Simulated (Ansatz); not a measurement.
# CHBClGe (SMILES Cl[B+][CH]=[Ge]) (charge +1): what the fields show

```xyz
5

C     1.2270   -0.7406   -1.3712
B     1.0616   -1.5765   -2.4986
Cl    0.8002   -2.5673   -3.7817
Ge    0.0462   -0.4480    0.0333
H     2.1685   -0.1742   -1.2831
```

Geometry: PBE0-D3(BJ)/pcseg-1.

All numbers below come from Ansatz 0.2.0, isolated molecule in a Gaussian basis; Kohn-Sham density functional theory, functional PBE0.

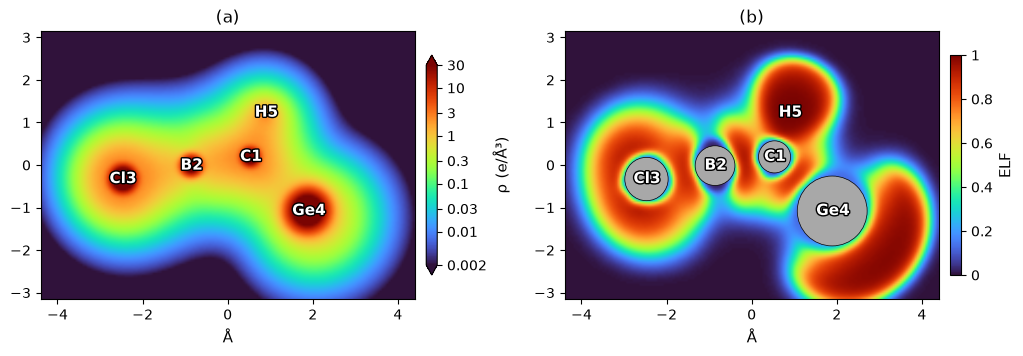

Figure 1. (a) electron density; (b) electron localisation function on the molecular plane. Grey discs cover the atomic cores in the ELF map.

### What does the map show?

- The section cuts through C, B, Cl, Ge and H sites.
- C–B (1.41 Å): ρ is about 1.8 e/Å³ halfway; the ELF peaks at about 0.90 between the atoms, as expected for a covalent bond.
- B–Cl (1.64 Å): the density is about 1.7 e/Å³ at the midpoint; the ELF peaks at about 0.90 between the atoms (a short, strongly polar bond).
- C–Ge (1.86 Å): ρ at the midpoint is about 0.98 e/Å³; the ELF peaks at about 0.85 in the valence shell of C, 0.7 Å from its nucleus, and is about 0.55 at the midpoint.
- C–H (1.10 Å): the density is about 1.9 e/Å³ at the midpoint; the ELF climbs to about 1 towards the hydrogen, as it does in any bond to H; a covalent bond by its length.
- The ELF also peaks beside Cl3, away from the bonds: lone-pair regions.

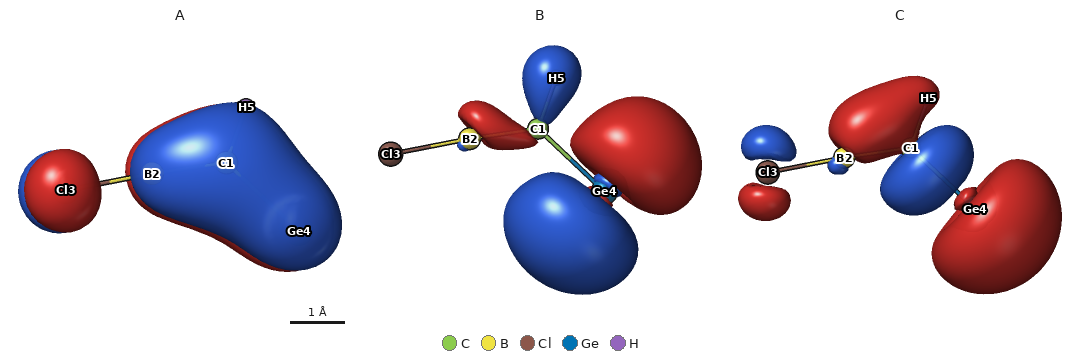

Figure 2. Three frontier orbitals at ±0.1 Å⁻³ᐟ² (blue and red are the two phases), in no order.

### Which picture is the HOMO−1, the HOMO and the LUMO?

C is the HOMO−1 (−13.65 eV). By Hirshfeld shares it lies mainly on Ge4 (about 60 %), C1 (about 25 %) and B2 (about 5 %); it is symmetric in the molecular plane (an in-plane orbital: σ, lone-pair or in-plane π type). A is the HOMO (−12.83 eV). Its weight (Hirshfeld) is mainly on C1 (about 45 %), Ge4 (about 25 %), B2 (about 15 %) and Cl3 (about 10 %); it changes sign across the molecular plane (π type); π-bonding across C1–B2 and C1–Ge4; π-antibonding (a node) across B2–Cl3. B is the LUMO (−8.29 eV). Its weight (Hirshfeld) is mainly on Ge4 (about 85 %) and C1 (about 5 %); it is symmetric in the molecular plane (an in-plane orbital: σ, lone-pair or in-plane π type).

### What is the HOMO–LUMO gap?

4.54 eV between the orbital energies.

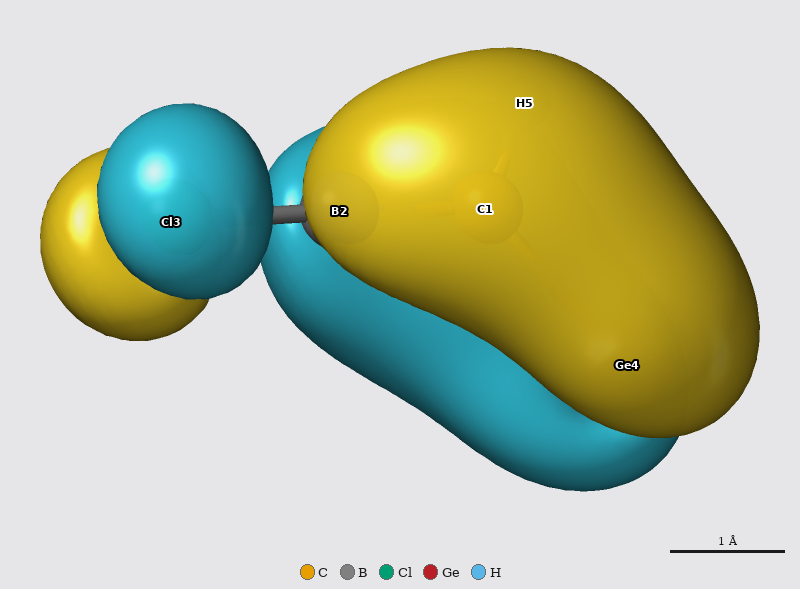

Figure 3. The HOMO at ±0.08 Å⁻³ᐟ² (yellow and cyan are the two phases), seen at a tilt.

### What is the character of this orbital?

Its weight (Hirshfeld) is mainly on C1 (about 45 %), Ge4 (about 25 %), B2 (about 15 %) and Cl3 (about 10 %); it changes sign across the molecular plane (π type); π-bonding across C1–B2 and C1–Ge4; π-antibonding (a node) across B2–Cl3. Its energy is −12.83 eV.
